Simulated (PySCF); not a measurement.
```xyz
17

C    -2.3280    0.5133   -0.2149
C    -1.6655   -0.8306   -0.1943
C    -0.5028   -0.9065    0.7741
C     0.5692    0.1411    0.4239
O     0.2774    1.2086   -0.0574
O     1.7589   -0.2487    0.7224
Si    3.2422    0.6009    0.5853
H    -2.7485    0.7998    0.7486
H    -1.5202    1.2585   -0.4120
H    -3.0649    0.6109   -1.0079
H    -1.3561   -1.1317   -1.2000
H    -2.4002   -1.5873    0.1253
H    -0.0296   -1.8884    0.7867
H    -0.8123   -0.6550    1.7941
H     3.1623    1.7420    1.4893
H     3.9996   -0.5447    1.0993
H     3.4115    0.9299   -0.8231
```

Geometry: GFN2-xTB.

These are results of PySCF 2.14.0, density-fitted response routines, UKS B3LYP, pcH-1 on C H O Si, non-relativistic, mean-field spin-orbit, GIAO, not measurements.

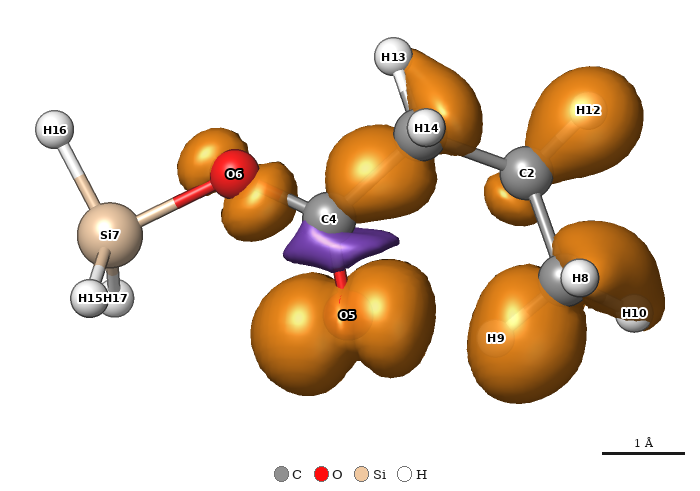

C4H10O2Si (SMILES CCCC(=[O+])O[SiH3]) (charge +1, doublet). Isosurfaces of the spin density (α minus β) at +0.015 (orange) and −0.015 e/Å³ (purple), seen across its widest extent.

Question: Where is the unpaired spin?

Answer: The unpaired spin (1 electron) lies mostly on O5 (about 0.5), C1 (about 0.1) and H9 (about 0.1), in electrons by Hirshfeld's partition.
